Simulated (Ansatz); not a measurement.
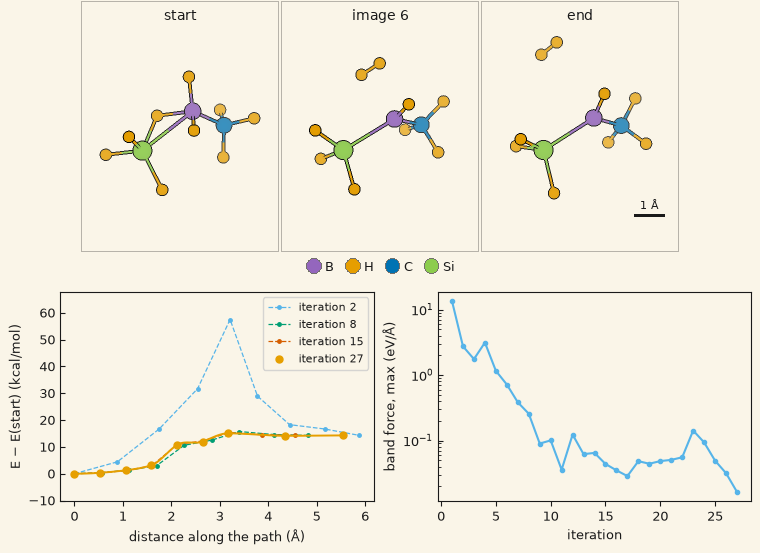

NEB run on CH9BSi. Images are numbered from 0 (start) to 8 (end). The plot follows the band through its iterations. Style: ball-and-stick. Shown at a tilt.

All numbers below come from Ansatz 0.2.0, RKS PBE0/6-31G*. Run with 7 movable images; climbing image; force threshold 0.03 eV/Å; iteration limit 60; starting path through a guess of the saddle point.

### How did the profile develop, and is the result final?

The result is final at these settings. The band converged in 27 iterations. The largest component of the band force went from 13 to 0.016 eV/Å. The climbing image converged on the top of the path. Its vibrational analysis gives one imaginary mode (304i cm⁻¹), as a transition state must have. The first iteration put the highest image at 105.3 kcal/mol. The energy climbs by 15.1 kcal/mol to image 6 and then falls by 0.8 kcal/mol, so the end point sits at +14.3 kcal/mol.
